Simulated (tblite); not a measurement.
**Molecular dynamics, with input and output: C₂H₇ClOSi₂ (part 1 of 2)**

The run: molecular dynamics of C₂H₇ClOSi₂, SMILES Cl[Si@@H]1CC[SiH2]O1. Method and program: GFN2-xTB Langevin dynamics, gas phase (tblite 0.8.0).

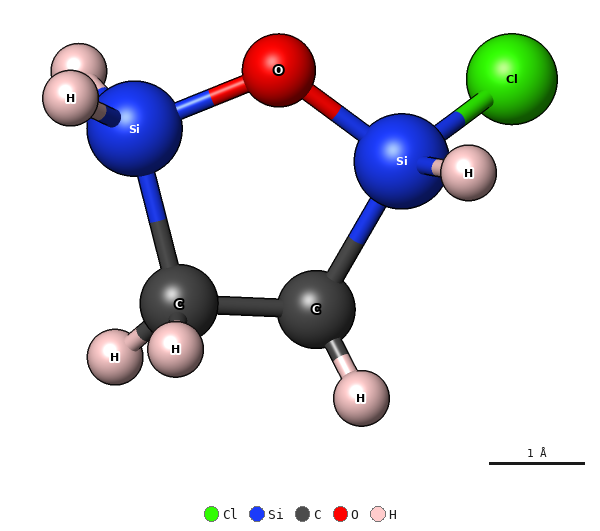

**Figure 1.** The input geometry (ball-and-stick view, seen at a tilt).

**The input**
```
{"job": {"kind": "md", "xc": "GFN2-xTB", "basis": "xTB", "temperature": 600, "steps": 2000, "every": 50}, "charge": 0, "multiplicity": 1}
Cl    -0.613490     2.733917    -1.622031
Si    -0.420893     1.531043    -0.036750
C      1.142388     0.440073    -0.089486
C      0.731959    -0.968092     0.375128
Si    -1.105557    -1.221406    -0.082232
O     -1.552549     0.360713    -0.138304
H     -0.666520     2.255624     1.200247
H      1.511810     0.387306    -1.116734
H      1.967839     0.818763     0.512717
H      0.836535    -1.027675     1.460790
H      1.402286    -1.721009    -0.038428
H     -1.915724    -1.814372     0.971578
H     -1.322473    -1.774397    -1.414223
```

The first line tells a small driver script what to run in tblite; the rest is the geometry in Å.

Launch command:
```bash
OMP_NUM_THREADS=1 python <driver script> task.json out
```

**Log**
```
t/fs     T/K      E/eV
    0.0   500.1   -546.03584
   25.0   399.9   -545.68848
   50.0   451.6   -545.42702
   75.0   619.9   -545.14160
  100.0   431.3   -544.74582
  125.0   648.1   -544.49241
  150.0   557.1   -544.17677
  175.0   746.4   -544.55966
  200.0   628.2   -544.30302
  225.0   759.3   -544.52352
  250.0   680.9   -544.30351
  275.0   661.7   -544.84569
  300.0   813.3   -545.17063
  325.0   711.1   -545.21272
  350.0   476.8   -544.72876
  375.0  1095.0   -544.90255
  400.0  1119.2   -544.41403
  425.0   872.3   -544.04257
  450.0  1182.5   -544.03102
  475.0  1173.8   -544.70154
  500.0  1296.8   -544.77631
  525.0   839.4   -544.93016
  550.0  1014.4   -545.30872
  575.0   666.4   -544.78028
  600.0   600.0   -544.67095
  625.0   527.4   -544.59488
  650.0   587.8   -544.60236
  675.0   984.7   -545.03672
  700.0   988.8   -544.53819
  725.0  1109.0   -544.71629
  750.0   867.9   -545.06254
  775.0   780.1   -545.20551
  800.0   888.4   -545.20264
  825.0   825.6   -544.68294
  850.0   626.8   -544.46585
  875.0   731.9   -544.53374
  900.0   858.5   -544.80929
  925.0   706.9   -544.62065
  950.0   659.4   -544.71396
  975.0   660.5   -544.60654
 1000.0   788.9   -545.13804
```

**Trajectory as extended XYZ (Å, eV, eV/Å), 35 of the 41 frames kept, from step=0 to step=40**
```
13
Properties=species:S:1:pos:R:3:forces:R:3 step=0 time_fs=0.0 energy=-546.03584 temperature=500.1
Cl   -0.6135    2.7339   -1.6220    0.0036  -0.0027   0.0030
Si   -0.4209    1.5310   -0.0368    0.0024  -0.0068  -0.0004
C     1.1424    0.4401   -0.0895    0.0033  -0.0013   0.0031
C     0.7320   -0.9681    0.3751    0.0018  -0.0009  -0.0026
Si   -1.1056   -1.2214   -0.0822   -0.0025   0.0054  -0.0011
O    -1.5525    0.3607   -0.1383    0.0025   0.0016   0.0026
H    -0.6665    2.2556    1.2002   -0.0040  -0.0018  -0.0040
H     1.5118    0.3873   -1.1167   -0.0087   0.0003   0.0004
H     1.9678    0.8188    0.5127    0.0019   0.0063   0.0009
H     0.8365   -1.0277    1.4608   -0.0012   0.0012  -0.0045
H     1.4023   -1.7210   -0.0384    0.0013  -0.0019   0.0015
H    -1.9157   -1.8144    0.9716   -0.0016  -0.0003   0.0059
H    -1.3225   -1.7744   -1.4142    0.0013   0.0009  -0.0045
13
Properties=species:S:1:pos:R:3:forces:R:3 step=1 time_fs=25.0 energy=-545.68848 temperature=399.9
Cl   -0.5681    2.7754   -1.6374   -0.0454  -0.0740   0.0604
Si   -0.4368    1.5431   -0.0530   -0.6205   0.7523   0.6771
C     1.0763    0.4404   -0.2031    0.8139  -0.3403   0.4579
C     0.7491   -0.9586    0.4138    0.4497   0.1989  -0.7782
Si   -1.1485   -1.2630   -0.0057    0.9021  -0.8387   0.1108
O    -1.4962    0.3168   -0.1483   -0.9681  -0.0030  -0.1305
H    -0.9671    2.2832    1.1578    0.5947  -0.4150  -0.6728
H     1.3351    0.4154   -1.2686   -0.2440  -0.4612  -0.0205
H     2.0100    0.7537    0.2533    0.0476   0.4374   0.2469
H     1.0066   -0.8933    1.4906   -0.4896  -0.1843  -0.5206
H     1.4985   -1.6526   -0.0353   -0.7702   0.1080   0.3767
H    -1.9228   -1.8656    1.1264    0.3078   0.3976  -0.5599
H    -1.3194   -1.9335   -1.3515    0.0220   0.4223   0.7528
13
Properties=species:S:1:pos:R:3:forces:R:3 step=2 time_fs=50.0 energy=-545.42702 temperature=451.6
Cl   -0.5731    2.8095   -1.6126   -0.2395   0.1837  -0.3108
Si   -0.4674    1.5671   -0.0806    0.8338  -2.2848  -0.2933
C     1.1180    0.3575   -0.2353   -0.5751   0.7528  -1.3341
C     0.7087   -0.9692    0.4427    1.8893   0.8697  -0.2686
Si   -1.0632   -1.2875    0.0413   -1.2984   1.4980   0.4318
O    -1.6135    0.3239   -0.2439    1.5602   0.1748   0.6030
H    -0.1949    2.3468    1.1102   -0.5858  -0.0384   0.2770
H     1.2221    0.2136   -1.3647    0.0241  -0.0615   1.2628
H     2.1076    0.7370    0.1019   -0.7910  -0.2278  -0.0451
H     0.9001   -0.8062    1.5002   -0.2534  -0.2172   0.2498
H     1.4239   -1.7287    0.1247   -0.1724  -0.2368   0.0258
H    -1.8111   -1.7515    1.1798   -0.2686  -0.0214   0.4785
H    -1.4055   -2.1095   -1.0523   -0.1231  -0.3910  -1.0768
13
Properties=species:S:1:pos:R:3:forces:R:3 step=4 time_fs=100.0 energy=-544.74582 temperature=431.3
Cl   -0.6951    2.7843   -1.5219   -0.1576   1.3351  -1.2427
Si   -0.2385    1.4766   -0.1943    0.2845  -1.5608   0.6315
C     1.2158    0.1694   -0.3064    0.3619   3.7056  -2.0650
C     0.6672   -0.9215    0.4968    0.7991  -1.8266   2.1912
Si   -1.2088   -1.1613    0.1454    0.1342  -0.1071  -1.7145
O    -1.5568    0.4522   -0.4241    1.4676  -1.3735   1.5593
H     0.0697    2.1375    1.0961   -0.5361  -0.1717  -0.1701
H     1.3463   -0.0806   -1.3955   -0.2185  -0.2482   0.9165
H     2.2178    0.6794   -0.0674   -1.2495  -1.1321   0.3029
H     0.8127   -0.7596    1.6220   -0.1685   0.1673  -1.2460
H     1.3442   -1.7695    0.2985   -0.6788  -0.3988   0.1898
H    -2.1259   -1.5357    1.2841    0.5539   0.3825  -0.8019
H    -1.0663   -2.2011   -1.1828   -0.5923   1.2283   1.4491
13
Properties=species:S:1:pos:R:3:forces:R:3 step=5 time_fs=125.0 energy=-544.49241 temperature=648.1
Cl   -0.6165    2.9128   -1.5003    0.1639  -0.0192  -0.2513
Si   -0.2712    1.4422   -0.2118    1.5234   1.4523   1.6217
C     1.1196    0.0838   -0.3010    0.5037   2.7856   0.0466
C     0.5671   -1.0404    0.5890    0.9459  -1.0444  -4.0493
Si   -1.2333   -1.1467    0.0404    2.3454  -0.4399   4.5099
O    -1.3741    0.3495   -0.3425   -2.9084   1.5565  -1.5049
H    -0.6891    1.9294    1.1336    0.5968   0.2244  -0.3161
H     1.2092    0.0938   -1.4162   -0.0657  -1.4400   0.7198
H     2.1187    0.4098    0.0383   -0.3102  -0.1692   0.0129
H     0.7697   -0.8329    1.5635    0.0791   0.8540   2.6671
H     1.2146   -1.8829    0.3558   -0.2190  -0.6648  -0.0186
H    -2.0848   -1.3714    1.1315   -0.8079  -0.2452   1.3640
H    -1.7515   -1.7041   -1.0137   -1.8470  -2.8501  -4.8017
13
Properties=species:S:1:pos:R:3:forces:R:3 step=6 time_fs=150.0 energy=-544.17677 temperature=557.1
Cl   -0.5007    3.0445   -1.5026    0.0976  -0.7241   0.3263
Si   -0.2303    1.5039   -0.1868   -0.9733  -1.7877  -0.2177
C     1.1477    0.0870   -0.2728   -2.9041   0.8272  -0.4094
C     0.4982   -1.1795    0.5156    1.1436   2.6339  -3.3720
Si   -1.3367   -1.3049    0.0949    0.0942   0.7748  -1.6288
O    -1.5559    0.3588   -0.4432    1.5659  -0.2033   1.4897
H     0.0131    2.1906    1.1063   -0.5204  -0.2278  -0.2483
H     1.3338    0.0797   -1.3340    0.1052  -1.1830  -0.4498
H     2.0186    0.4876    0.1440    1.3548  -0.0254   0.9680
H     0.7192   -0.7859    1.4301   -0.1880   0.4188   3.0325
H     1.1903   -1.9410    0.3629    0.6500  -1.7755  -0.4455
H    -1.7636   -1.7337    1.4836   -0.5446   0.3454  -0.8963
H    -1.6031   -2.1235   -1.3421    0.1191   0.9268   1.8513
13
Properties=species:S:1:pos:R:3:forces:R:3 step=7 time_fs=175.0 energy=-544.55966 temperature=746.4
Cl   -0.5072    2.9978   -1.5575   -0.0201  -0.7741   0.2893
Si   -0.3436    1.4186   -0.2776    1.7135   0.9282   1.1870
C     1.2236    0.1756   -0.2246   -3.8322   1.4929  -2.5344
C     0.6236   -1.1139    0.3918    0.6982   0.9995  -1.2092
Si   -1.3109   -1.2231    0.1428    1.2672   0.2963   1.9264
O    -1.4821    0.3303   -0.1508   -1.6855   0.7520  -1.4206
H    -0.4961    1.8316    1.1289    0.2058   0.7071  -0.1891
H     1.3171   -0.0045   -1.3076    0.4076  -0.2329   0.0725
H     2.0299    0.8065    0.0030    1.2722  -0.3821   1.3120
H     0.9393   -1.0859    1.3933    0.2169  -0.6444   1.3182
H     1.1651   -1.8000   -0.2255    0.0817  -1.4249   0.4792
H    -2.3594   -1.2130    1.1424    0.0842  -0.4437   0.5990
H    -1.7268   -2.0486   -0.8761   -0.4097  -1.2741  -1.8303
13
Properties=species:S:1:pos:R:3:forces:R:3 step=8 time_fs=200.0 energy=-544.30302 temperature=628.2
Cl   -0.5892    2.8895   -1.5676   -0.2518   0.2755  -1.0432
Si   -0.3157    1.4941   -0.2110   -0.4156  -1.5194  -0.3014
C     1.0777    0.0945   -0.4166    1.0472   3.9788   0.2753
C     0.6602   -1.1462    0.3464    1.0827   2.6048   1.2199
Si   -1.1667   -1.1932    0.1990   -2.1437   0.3268  -2.9999
O    -1.6185    0.4278   -0.1443    1.5624  -0.0761   1.0890
H    -0.0581    2.5117    0.8410   -0.1672  -0.9276   0.3562
H     1.5544   -0.1581   -1.3718   -0.5216   0.4767   0.1111
H     1.8544    0.8418    0.1305   -0.4523  -2.3489  -0.8154
H     0.9303   -0.7789    1.3575   -0.1004  -1.2790   0.0478
H     1.2874   -1.8938   -0.0282    0.5165  -1.4929   0.1598
H    -1.8239   -1.7110    1.3764   -0.2417   0.0716   0.0313
H    -1.4434   -1.6090   -1.3782    0.0853  -0.0904   1.8696
13
Properties=species:S:1:pos:R:3:forces:R:3 step=9 time_fs=225.0 energy=-544.52352 temperature=759.3
Cl   -0.7189    2.7967   -1.6729    0.2447  -0.5886   0.8655
Si   -0.3024    1.5074   -0.1116    0.5370   0.3730  -1.5142
C     1.1294    0.2913   -0.4431    0.5370  -1.4972  -1.5759
C     0.7925   -0.9631    0.4582    1.1616   0.3902   0.6272
Si   -1.1379   -1.1976    0.1365   -0.0276   1.1251   3.2767
O    -1.4782    0.4035   -0.0569   -0.3187  -0.5093  -0.7015
H    -0.2992    1.8782    1.2338    0.0935   1.0165   1.2466
H     0.6837   -0.1200   -1.3637    0.3767   0.2713  -0.6614
H     2.2476    0.4179   -0.8152   -2.0461   0.1749   1.6080
H     1.0925   -0.6947    1.5567   -0.6889  -0.8058  -1.7394
H     1.4449   -1.8252    0.1036   -0.8302   0.8979   0.6712
H    -2.1766   -1.3512    1.2964    1.0962  -0.0435  -0.5241
H    -1.6521   -2.1654   -0.7200   -0.1351  -0.8044  -1.5788
13
Properties=species:S:1:pos:R:3:forces:R:3 step=11 time_fs=275.0 energy=-544.84569 temperature=661.7
Cl   -0.8015    2.5692   -1.7030    0.1222   0.0025   0.4683
Si   -0.2962    1.5094   -0.0411   -2.1811   1.6471   0.6325
C     1.1588    0.4811   -0.4617   -2.8212  -2.4223  -0.7403
C     0.8350   -0.7912    0.3444    0.3423  -0.6455   0.8582
Si   -1.0473   -1.1253    0.0432   -0.5617  -0.3925  -0.2034
O    -1.5687    0.4574    0.1662    1.2235  -0.9126  -0.6093
H    -0.4794    2.0505    1.3564    0.5637   0.1911  -0.8980
H     1.2194    0.1420   -1.4831   -0.5952   0.2526  -0.9222
H     2.1098    0.5890   -0.2443    4.5184   1.9464   1.3487
H     1.0991   -0.5272    1.4314   -0.7166  -0.6798  -1.1884
H     1.5758   -1.5664    0.0422   -0.7349   0.1218   0.2888
H    -1.7914   -1.9102    0.9988    0.0621   0.1055   0.6464
H    -1.6101   -1.8098   -1.2011    0.7783   0.7858   0.3186
13
Properties=species:S:1:pos:R:3:forces:R:3 step=12 time_fs=300.0 energy=-545.17063 temperature=813.3
Cl   -0.7737    2.5603   -1.7559   -0.4090   0.2791  -1.3934
Si   -0.4481    1.5894   -0.1039    1.8133  -0.0094   1.2277
C     1.1699    0.4886   -0.2653   -0.6528  -1.4724  -0.7713
C     0.8747   -0.9526    0.2158   -0.7659  -1.0999  -1.4951
Si   -1.0422   -1.1201    0.0350    0.6236  -1.4089   2.0578
O    -1.4362    0.4120    0.3958   -0.6623   0.4179   0.0111
H    -0.5515    2.7398    0.8087    0.0620  -0.5981   0.3053
H     1.4617    0.2503   -1.2830   -0.5865   0.7415  -0.9189
H     2.1196    0.7467    0.0909    1.0197   1.1605   1.2688
H     1.0778   -1.1153    1.2460    0.5909  -0.0490   0.7767
H     1.4385   -1.7588   -0.4181   -0.7754   1.4609   1.2305
H    -1.6248   -2.0934    1.0784    0.3076   0.9618  -0.8225
H    -1.3832   -1.3140   -1.3028   -0.5653  -0.3839  -1.4766
13
Properties=species:S:1:pos:R:3:forces:R:3 step=13 time_fs=325.0 energy=-545.21272 temperature=711.1
Cl   -0.7997    2.5875   -1.8334   -0.0117  -0.4904   0.9496
Si   -0.3912    1.6134   -0.0333   -1.0650  -0.9128  -0.9045
C     1.1360    0.5363   -0.2538    0.7147  -0.1498   1.7174
C     0.8303   -0.9514    0.0698    0.0061  -1.4230  -0.7253
Si   -1.0453   -1.2018    0.0539   -1.0583   1.1660   0.0851
O    -1.3988    0.3992    0.4947    0.1184   0.0311  -0.7132
H    -0.3331    2.4879    1.0898   -0.1317   0.4773   0.3326
H     1.6493    0.4733   -1.1639    0.5254   0.6009  -1.3967
H     1.8144    1.1089    0.4612   -0.0707  -1.4800  -0.5567
H     1.1758   -1.3222    1.0305    0.4664   0.3282   0.0764
H     1.1984   -1.7384   -0.7035    0.1468   1.6350   1.0474
H    -1.6827   -2.0728    1.0908    0.3080   0.4979  -0.5685
H    -1.5181   -1.2611   -1.3695    0.0515  -0.2805   0.6564
13
Properties=species:S:1:pos:R:3:forces:R:3 step=14 time_fs=350.0 energy=-544.72876 temperature=476.8
Cl   -0.8663    2.5724   -1.8742    0.4261  -0.8782   1.4223
Si   -0.3229    1.5498    0.0343   -0.6644   0.3008  -1.3615
C     1.2746    0.4946   -0.2446    0.4396   3.2134   0.4673
C     0.8942   -0.9178   -0.0639   -1.0880  -2.0430   3.3797
Si   -1.1010   -1.1347    0.0808    1.1461   0.0507  -0.8209
O    -1.4139    0.4117    0.4902    0.2334   0.2810  -0.7625
H    -0.7291    2.4841    1.0159    0.1703   0.7273   0.5540
H     1.5187    0.6886   -1.2497    0.3062  -0.0568  -1.6980
H     2.1620    1.1295    0.2453   -1.3870  -2.1953  -0.0740
H     1.1163   -1.2362    1.0482    0.0150   0.5049  -1.5998
H     1.3504   -1.7163   -0.6303    0.3909   0.4015  -0.4675
H    -1.3986   -1.7918    1.2921   -0.2837  -0.6613   0.9586
H    -1.9207   -1.6866   -1.0086    0.2956   0.3551   0.0023
13
Properties=species:S:1:pos:R:3:forces:R:3 step=15 time_fs=375.0 energy=-544.90255 temperature=1095.0
Cl   -0.8715    2.4011   -1.7137   -0.7723   0.9649  -1.8879
Si   -0.3201    1.6644   -0.0449    2.5147  -0.6770   1.2152
C     1.2177    0.4959   -0.4004    2.1533   0.7454   2.0575
C     0.8005   -0.9591   -0.0515    0.8165  -0.5487  -0.3566
Si   -1.1143   -1.0803    0.1236    0.8694   0.0866  -1.6140
O    -1.3441    0.5235    0.4023   -1.2860  -0.5329   0.7146
H    -0.0550    2.7175    0.9265   -0.2804  -0.2294   0.1369
H     1.6247    0.7114   -1.3756   -0.5881  -0.6429  -0.8180
H     2.2840    0.7441    0.1614   -2.6266  -0.3628  -0.4304
H     1.4310   -1.3923    0.7467   -0.4466   0.5435   0.0084
H     1.0331   -1.6291   -0.8911    0.1547   0.2036  -0.0514
H    -1.8574   -1.9642    1.0366    0.2260   0.5393  -0.2509
H    -1.2321   -1.2337   -1.4461   -0.7345  -0.0897   1.2766
13
Properties=species:S:1:pos:R:3:forces:R:3 step=16 time_fs=400.0 energy=-544.41403 temperature=1119.2
Cl   -0.8754    2.3378   -1.7462    0.5154   0.3555   0.2482
Si   -0.1525    1.6643    0.0678   -2.4875   1.0150   0.6695
C     1.1842    0.4314   -0.3726    1.0391  -1.0163  -0.1584
C     0.7043   -1.0973   -0.0223    0.2797   2.8438  -3.7086
Si   -1.1214   -1.0019   -0.0113   -4.2447   1.4942   1.4412
O    -1.4006    0.6620    0.3917    1.1696  -1.2197  -0.5195
H    -0.4682    2.7072    1.1996    0.8218  -0.9602  -1.1850
H     1.5143    0.7149   -1.4402   -0.7034  -1.2832   1.1196
H     2.1073    0.4897    0.1662    0.6132   0.5159   0.5244
H     1.0366   -1.5262    0.8372    1.1428  -0.3317   2.7250
H     1.1645   -1.6858   -0.7805    0.1208  -0.6682  -0.9437
H    -1.7596   -1.3053    1.3040    0.4573  -0.6786  -0.2508
H    -2.3270   -1.1947   -0.9229    1.2759  -0.0663   0.0381
13
Properties=species:S:1:pos:R:3:forces:R:3 step=18 time_fs=450.0 energy=-544.03102 temperature=1182.5
Cl   -0.7298    2.2864   -1.7150   -0.1437   0.6480  -1.2771
Si   -0.0049    1.6341   -0.0478   -2.0541  -1.1110   3.1665
C     1.2244    0.1928   -0.1456    0.5666   0.3101   3.3085
C     0.4129   -1.0676   -0.0188    1.6755  -4.5927  -2.0257
Si   -1.3788   -0.8125   -0.1727   -2.0198   2.4355   2.3591
O    -1.2783    0.6829    0.6095    1.3892   0.8673  -1.9057
H    -0.1919    2.5260    1.1332    0.7359   0.0199  -0.7322
H     2.0087    0.3460   -0.8342    0.4890  -0.5770  -1.1777
H     1.7749    0.1208    0.8657   -0.3353   0.8760  -1.2166
H     0.6060   -1.6985    0.8763    0.0396   0.9657   0.0717
H     0.6737   -1.9371   -0.7740    0.1236   1.6476   0.4595
H    -2.4776   -0.9337    0.7439   -0.3915  -1.4665   0.7264
H    -2.1774   -0.6379   -1.3140   -0.0752  -0.0228  -1.7566
13
Properties=species:S:1:pos:R:3:forces:R:3 step=19 time_fs=475.0 energy=-544.70154 temperature=1173.8
Cl   -0.6198    2.3158   -1.7411    0.5022   0.2237  -0.1631
Si    0.0534    1.6020   -0.0032   -1.0757  -0.0782   1.6996
C     1.1714    0.0604    0.1507    2.5229  -0.3570  -0.1746
C     0.3633   -1.2953   -0.0279    1.0082  -0.2531  -0.5270
Si   -1.5012   -0.6928   -0.1988    0.5527  -1.6622   0.1811
O    -1.4192    0.8039    0.4450    0.9399   0.2021  -0.1828
H     0.4825    2.7471    0.9499   -0.5850  -1.0219  -0.7900
H     1.9942    0.2952   -0.6312   -1.1004  -1.0463   0.6466
H     1.8670   -0.0003    1.1056   -1.6596   0.2731  -1.4594
H     0.5757   -1.9486    0.8369   -0.4886   0.6645   0.1315
H     0.7695   -2.0463   -0.8330   -0.7603   1.9452   0.6918
H    -2.3604   -1.7785    0.4006    0.2895   0.9982  -0.0023
H    -1.7782   -0.6140   -1.6305   -0.1458   0.1118  -0.0514
13
Properties=species:S:1:pos:R:3:forces:R:3 step=20 time_fs=500.0 energy=-544.77631 temperature=1296.8
Cl   -0.4295    2.3772   -1.8658    0.7876  -0.4940   1.6595
Si    0.0571    1.5127    0.1194   -1.1005  -0.3900  -1.4622
C     1.2394   -0.0445    0.1347   -0.2950   0.0426  -0.7093
C     0.1784   -1.2318    0.0065    1.0335  -1.0310   0.8235
Si   -1.6220   -0.6866   -0.1838   -0.7197   1.0060   0.9835
O    -1.4390    0.8599    0.4234    0.6690  -0.7267  -0.7438
H     0.0400    2.1503    1.3971    0.4607   0.8770   0.2179
H     1.9983   -0.2615   -0.6388   -0.6216   0.6479  -0.2161
H     1.9450    0.1274    1.0020   -1.3889  -1.0031  -0.1536
H     0.3098   -1.9704    0.8341   -0.0951   0.6204  -0.2938
H     0.3173   -1.8714   -0.8837    0.7189   0.4774   0.1793
H    -2.7106   -1.2316    0.6578    0.4605   0.0560  -0.1510
H    -2.0778   -0.5870   -1.5619    0.0905  -0.0825  -0.1337
```
